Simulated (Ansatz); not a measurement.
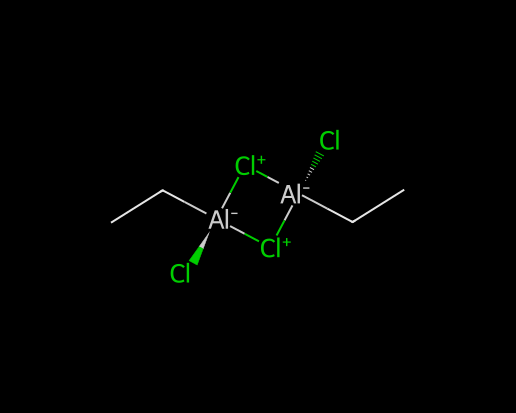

Structural formula above. The geometry was computed by an optimisation with PBE0-D4/def2-TZVP. No frequency run is at hand to confirm it as a minimum.

Describe the 3D structure.

Formula C₄H₁₀Al₂Cl₄. As SMILES it reads `C[CH2][Al@-]1([Cl])[Cl+][Al@@-]([Cl])([CH2]C)[Cl+]1`. The point group is C1. Coordination, clear cases only: 4 C tetrahedral; 2 Cl bent.

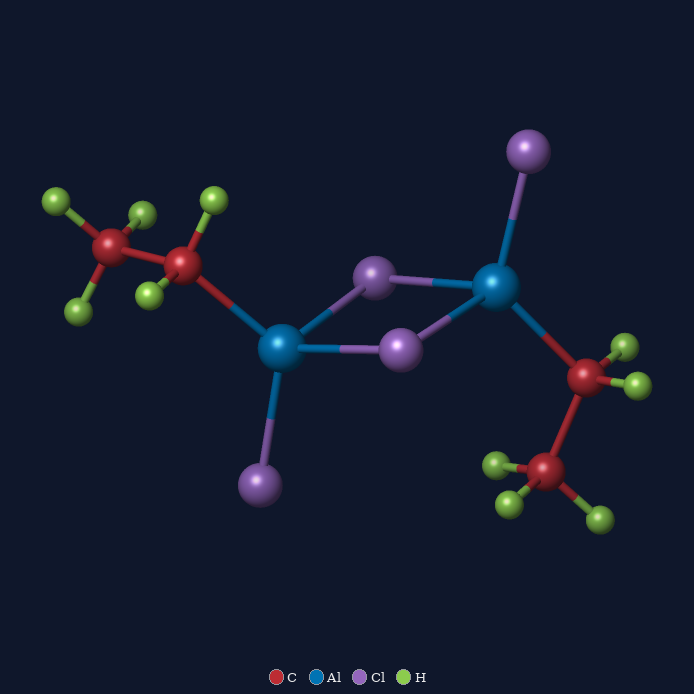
